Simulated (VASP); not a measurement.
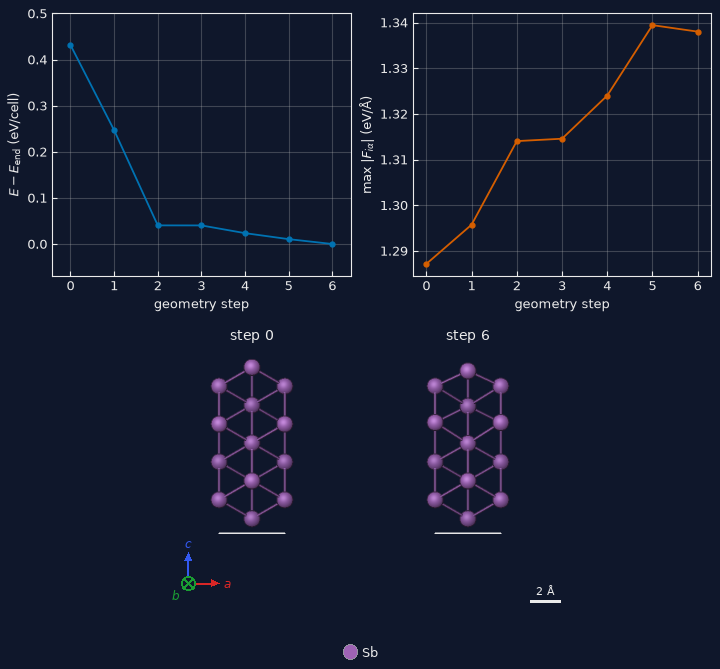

First and last geometry of a relaxation of a slab of composition Sb, with the history of the run. Style: ball-and-stick. Shown: the cell of the calculation, outlined in the plane, without the vacuum, along the b axis.

The run lets the atoms move in a fixed cell. 4 atoms are held fixed.

These are results of Kohn-Sham DFT of a periodic cell, PBEsol, VASP PAW PBE potentials, recommended (VASP), not measurements.

Input file:
```
SYSTEM = Sb
PREC = Accurate
ENCUT = 520
EDIFF = 1E-6
ISMEAR = 0
SIGMA = 0.05
LREAL = .False.
LASPH = .True.
NELM = 100
ALGO = Normal
ISIF = 2
LWAVE = .False.
LCHARG = .False.
LDIPOL = .True.
IDIPOL = 3
DIPOL = 0.5 0.5 0.500
GGA = PS
IBRION = 2
NSW = 40
EDIFFG = -0.02
```

Launched with:
```bash
cat potpaw_PBE.64/Sb/POTCAR > POTCAR
mpirun -np 1 vasp_std > vasp.out
```

> Did the run converge, and what did it change?

The run was cut off at its time limit before the relaxation converged, so the last structure is only a point on the way. Over 6 geometry steps the energy falls by 0.432 eV per cell of the calculation. The largest force component goes from 1.3 to 1.3 eV/Å. The largest move is that of a Sb atom, 0.25 Å at 9° to the normal (−c side). The cell stays as it was. Near-neighbour distances that change, for instance: Sb–Sb 3.160 → 3.408 Å, Sb–Sb 3.160 → 2.935 Å, Sb–Sb 3.160 → 2.961 Å, Sb–Sb 3.160 → 3.007 Å. Among the angles between lasting bonds that change: Sb–Sb–Sb 90.0° → 99.2°, Sb–Sb–Sb 180.0° → 171.4°, Sb–Sb–Sb 90.0° → 81.9°.

```json
{"step": "0", "E − E(0), meV/atom": "0.00", "largest force component, eV/Å": "1.2872"}
{"step": "1", "E − E(0), meV/atom": "-20.53", "largest force component, eV/Å": "1.2957"}
{"step": "2", "E − E(0), meV/atom": "-43.47", "largest force component, eV/Å": "1.3140"}
{"step": "3", "E − E(0), meV/atom": "-43.48", "largest force component, eV/Å": "1.3146"}
{"step": "4", "E − E(0), meV/atom": "-45.34", "largest force component, eV/Å": "1.3240"}
{"step": "5", "E − E(0), meV/atom": "-46.78", "largest force component, eV/Å": "1.3394"}
{"step": "6", "E − E(0), meV/atom": "-47.95", "largest force component, eV/Å": "1.3380"}
```
